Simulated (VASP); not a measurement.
Band structure of RbBr (rock salt). All values below come from PBE GGA with D3 dispersion (zero damping), VASP's PBE PAW potentials (set 64) (plane waves; VASP).

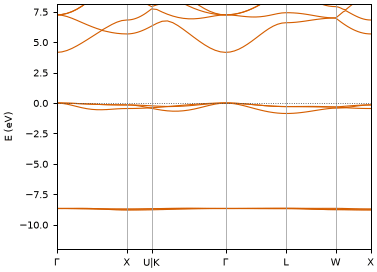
Fig. 1. Bands along high-symmetry lines, zero at the valence-band maximum or, without a gap, the Fermi level

### Question
Read the plot: is there a gap, and where are the band edges?

### Answer
The gap is direct, 4.16 eV, from the valence maximum at Γ to the conduction minimum at Γ. (Edges off the drawn lines would not show.)

Measured: gap 7.20 eV (computed value off by -3.04 eV), as given by Aguado et al., (1998), arXiv:cond-mat/9809176.

The compound is RbBr in the rock salt structure. It was relaxed first, which changed the volume by +7 %.
